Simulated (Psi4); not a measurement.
# AlH (SMILES [AlH]): r2SCAN/cc-pVTZ (density fitting with cc-pvdz-jkfit, sweep point 2)

What is the vertical ionisation energy of AlH at r2SCAN/cc-pVTZ (density fitting with cc-pvdz-jkfit, sweep point 2)? 

The calculation is run with Psi4 1.11.

## 1. Starting point

AlH has 2 atoms, charge 0, and is taken as a singlet. As SMILES, `[AlH]`. Geometry: a GFN2-xTB relaxation, a rough one for these elements and not checked as a minimum.

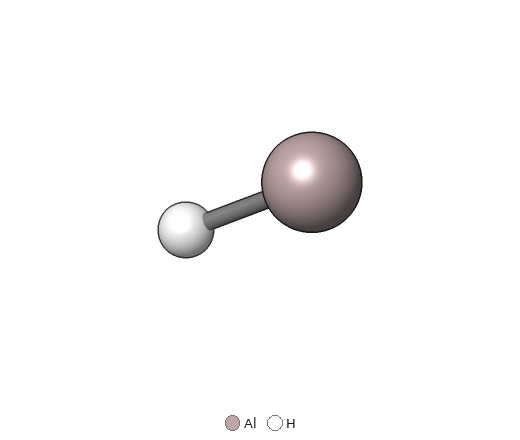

Viewed from a chosen angle; aluminium light grey, hydrogen white.

## 2. A single-point energy at r2SCAN/cc-pVTZ (density fitting with cc-pvdz-jkfit, sweep point 2)

The input, job.inp:

```
memory 1600 MB

molecule geom {
  0 1
  Al     0.00000000     0.00000000     0.00000000
  H      0.00000000     0.00000000     3.04901641
  units bohr
  symmetry c1
}

set {
  basis cc-pVTZ
  reference rks
  puream true
  scf_type df
  dft_radial_points 99
  dft_spherical_points 590
  df_basis_scf cc-pvdz-jkfit
}

E = energy('r2scan')
print_variables()
```

Command:

```
psi4 -i job.inp -o job.out -n 1
```

job.out:

```text
[...]
  Running in c1 symmetry.
[...]
  Nuclear repulsion =    4.263670066636342
[...]
  Multiplicity = 1
[...]
  Nalpha       = 7
  Nbeta        = 7
[...]
    Number of basis functions: 48
[...]
   @DF-RKS iter   1:  -242.91876788889331   -3.04880e-01   4.42083e-03 DIIS/ADIIS
[...]
   @DF-RKS iter   6:  -242.94396394476095   -6.97064e-08   5.00185e-07 DIIS
[...]
    Orbital Energies [Eh]
    ---------------------
    Doubly Occupied:
       1A    -55.783050     2A     -4.075959     3A     -2.616395
       4A     -2.616395     5A     -2.606982     6A     -0.342791
       7A     -0.185393
[...]
  @DF-RKS Final Energy:  -242.94396394476095
   => Energetics <=
    Nuclear Repulsion Energy =              4.2636700666363421
    One-Electron Energy =                -345.8876594537963456
    Two-Electron Energy =                 117.5994110453634391
    DFT Exchange-Correlation Energy =     -18.9193856029643790
    Empirical Dispersion Energy =           0.0000000000000000
    VV10 Nonlocal Energy =                  0.0000000000000000
    Total Energy =                       -242.9439639447609522
[...]
 Multipole Moments:
 ------------------------------------------------------------------------------------
     Multipole            Electronic (a.u.)      Nuclear  (a.u.)        Total (a.u.)
 ------------------------------------------------------------------------------------
 L = 1.  Multiply by 2.5417464519 to convert [e a0] to [Debye]
 Dipole X            :         -0.0000000            0.0000000           -0.0000000
 Dipole Y            :         -0.0000000            0.0000000           -0.0000000
 Dipole Z            :         -1.4382152            1.5119950            0.0737798
 Magnitude           :                                                    0.0737798
[...]
```

It took 4.8 s on 1 thread of Intel Xeon Platinum 8488C (Sapphire Rapids), shared host; peak memory 0.67 GiB.

## 3. The doublet cation

The input, calc.dat:

```
memory 1600 MB

molecule mol {
  1 2
  Al     0.00000000     0.00000000     0.00000000
  H      0.00000000     0.00000000     3.04901641
  units bohr
  symmetry c1
}

set {
  basis cc-pVTZ
  reference uks
  puream true
  scf_type df
  dft_radial_points 99
  dft_spherical_points 590
  df_basis_scf cc-pvdz-jkfit
  maxiter 150
}

e_tot, wfn = energy('r2scan', return_wfn=True)
```

Command:

```
psi4 calc.dat calc.out -n 1
```

calc.out:

```text
[...]
  Running in c1 symmetry.
[...]
  Nuclear repulsion =    4.263670066636342
[...]
  Multiplicity = 2
[...]
  Nalpha       = 7
  Nbeta        = 6
[...]
    Number of basis functions: 48
[...]
   @DF-UKS iter   1:  -242.62561048280983   -1.17231e-02   3.55397e-03 DIIS/ADIIS
[...]
   @DF-UKS iter   8:  -242.65025352823059   -7.31094e-09   8.47665e-08 DIIS
[...]
   @S^2 Observed:                7.626311735E-01
[...]
    Orbital Energies [Eh]
    ---------------------
    Alpha Occupied:
       1A    -56.114878     2A     -4.402760     3A     -2.942769
       4A     -2.942769     5A     -2.936552     6A     -0.634308
       7A     -0.491074
    Alpha Virtual:
       8A     -0.338526     9A     -0.338526    10A     -0.190187
      11A     -0.085786    12A     -0.085786    13A     -0.063264
      14A     -0.056796    15A     -0.056794    16A     -0.013191
      17A      0.025799    18A      0.025799    19A      0.106971
      20A      0.199268    21A      0.389944    22A      0.389944
      23A      0.449933    24A      0.449933    25A      0.470273
[...]
  @DF-UKS Final Energy:  -242.65025352823059
   => Energetics <=
    Nuclear Repulsion Energy =              4.2636700666363421
    One-Electron Energy =                -341.5179596387835659
    Two-Electron Energy =                 113.2992319055251755
    DFT Exchange-Correlation Energy =     -18.6951958616085321
    Empirical Dispersion Energy =           0.0000000000000000
    VV10 Nonlocal Energy =                  0.0000000000000000
    Total Energy =                       -242.6502535282305928
[...]
 Multipole Moments:
 ------------------------------------------------------------------------------------
     Multipole            Electronic (a.u.)      Nuclear  (a.u.)        Total (a.u.)
 ------------------------------------------------------------------------------------
 L = 1.  Multiply by 2.5417464519 to convert [e a0] to [Debye]
 Dipole X            :         -0.0000000            0.0000000           -0.0000000
 Dipole Y            :         -0.0000000            0.0000000           -0.0000000
 Dipole Z            :         -1.6731024            1.5119950           -0.1611074
 Magnitude           :                                                    0.1611074
[...]
```

Wall time 7.2 s (1 thread of Intel Xeon Platinum 8488C (Sapphire Rapids), shared host); peak memory 0.67 GiB.

## 4. Summary of results

At r2SCAN/cc-pVTZ (density fitting with cc-pvdz-jkfit, sweep point 2):

```
                                          quantity          value
                         singlet AlH: total energy  -242.94396 Eh
                        singlet AlH: dipole moment         0.19 D
                          singlet AlH: HOMO energy       -5.04 eV
                          singlet AlH: LUMO energy       -2.35 eV
                        singlet AlH: HOMO–LUMO gap        2.69 eV
                      doublet cation: total energy  -242.65025 Eh
doublet cation: HOMO energy (highest over α and β)      -13.36 eV
 doublet cation: LUMO energy (lowest over α and β)      -10.72 eV
                              doublet cation: ⟨S²⟩          0.763
vertical ionisation energy (to the doublet cation)       7.992 eV
```

What this shows: The vertical ionisation energy comes to 7.99 eV (184 kcal/mol). The negative HOMO energy of the first species, 5.04 eV, lies 2.95 eV below that difference.
